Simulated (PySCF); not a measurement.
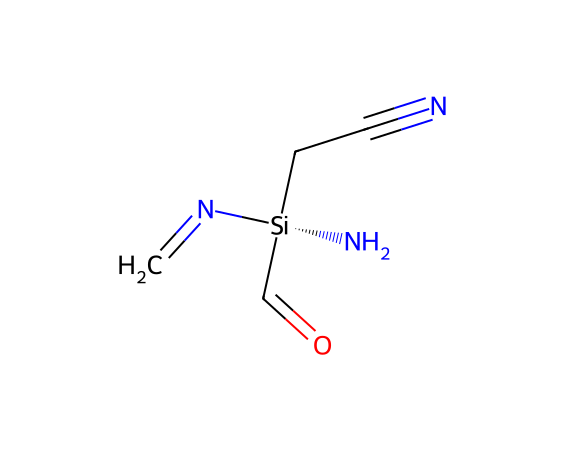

Computed geometry: GFN2-xTB optimisation. No frequency run is at hand to confirm it as a minimum. Level of theory: B3LYP/def2-SVPD, gas phase (PySCF 2.14.0). Excitations: vertical, linear response.

Predict the main results.

The species is C4H7N3OSi (`C=N[Si@](N)(C=O)CC#N`).
- dipole moment: 2.97 D
- HOMO energy (Kohn–Sham orbital): −6.71 eV
- LUMO energy (Kohn–Sham orbital): −2.38 eV
- HOMO–LUMO gap: 4.34 eV
- mean static polarisability: 94.3 bohr³
- lowest vertical singlet excitation: 2.89 eV
- its oscillator strength: 0.004
- brightest of the 8 lowest singlets: 5.78 eV
- its oscillator strength: 0.04

The geometry is semi-empirical. Around Si such bond lengths and angles can be off by a tenth of an ångström or more and by several degrees, and values that hang on the shape move with them.
